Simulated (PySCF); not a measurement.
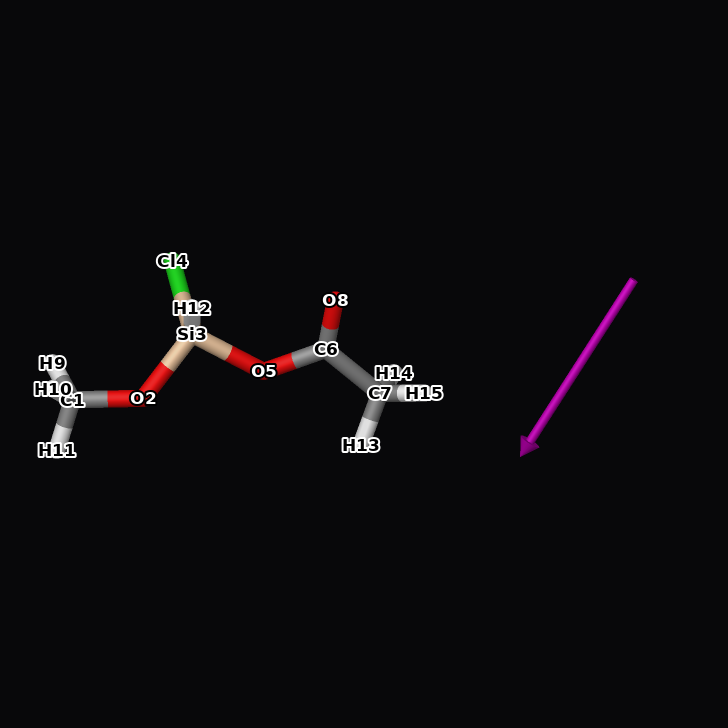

The arrow beside the molecule shows the direction of the dipole moment, from the negative to the positive end (its length means nothing). Computed geometry: GFN2-xTB optimisation. No frequency run is at hand to confirm it as a minimum. Level of theory: B3LYP/def2-SVPD, gas phase (PySCF 2.14.0).

**How large is the dipole moment?**

2.40 D; it points from the side of O8 to the side of H11 (the outermost atoms at the two ends).

The geometry is semi-empirical. Around Si such bond lengths and angles can be off by a tenth of an ångström or more and by several degrees, and values that hang on the shape move with them.
